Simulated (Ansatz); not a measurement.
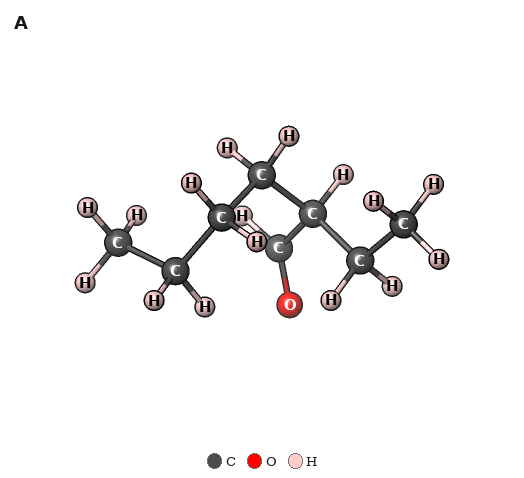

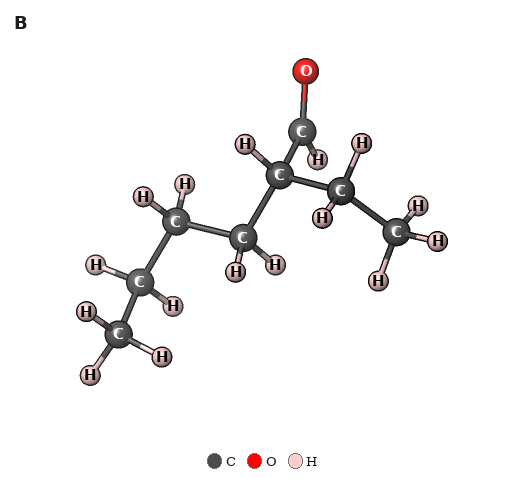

2 stationary structures of one formula. Geometries: PBE0-D4/def2-TZVP. Electronic energies: CCSD(T)/CBS (MP2 limit from def2-TZVPP and def2-QZVPP plus CCSD(T) − MP2) (Ansatz 0.2.0), without zero-point energy. No frequency run is at hand to confirm each as a minimum.

**Are they conformers, stereoisomers or constitutional isomers?**

They are conformers of C8H16O: `CCCC[C@H](C=O)CC`.

**Rank them by energy, lowest first.**

A is lowest; B lies 0.4 kcal/mol above it.
